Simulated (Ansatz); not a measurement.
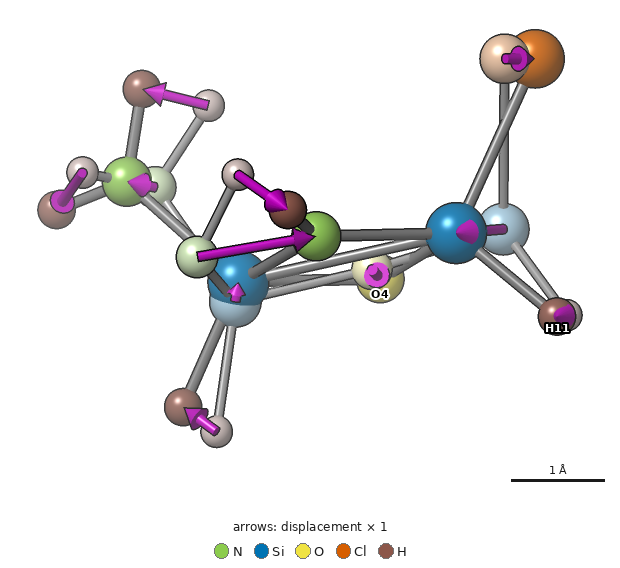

This is a relaxation of Si$_{2}$N$_{2}$H$_{5}$OCl. The starting structure is drawn faded, the final one solid; purple arrows show the displacements, at their true length. The two geometries are superimposed by the best rigid fit.

The picture is a ball-and-stick view, seen face on.

The run prepares an end point of a later path (hydrogen shift) calculation, from a guessed geometry.

Theory: RKS B3LYP-D4/def2-SVP (Ansatz 0.2.0). Set-up: no spin polarisation; force threshold 0.02 eV/Å; at most 50 steps.

**What did the optimiser do to the structure, and how much energy did it gain?**

The largest move after the best rigid fit is that of an N atom, 1.31 Å. Largest moves by element: N 1.31 Å, H 1.10 Å, Si 1.04 Å, O 0.66 Å, Cl 0.44 Å. Near-neighbour distances that change, for instance: N–Si 3.777 → 1.732 Å, Si–Si 3.006 → 2.486 Å, O–Si 1.517 → 1.715 Å, O–Si 1.492 → 1.680 Å. New bonds form, among them: N–Si (3.78 → 1.73 Å). Among the angles between lasting bonds that change: Si–O–Si 174.3° → 94.2°, N–Si–H 135.9° → 106.4°, Si–N–H 110.4° → 133.6°. Groups turn about N–Si by about 125°. Over 25 accepted moves (27 points after the start) the energy falls by 178.4 kcal/mol. Largest force component: 5.5 eV/Å at the start, 0.0093 eV/Å at the end. The line search rejected the trial steps at points 22, 25 of the run.
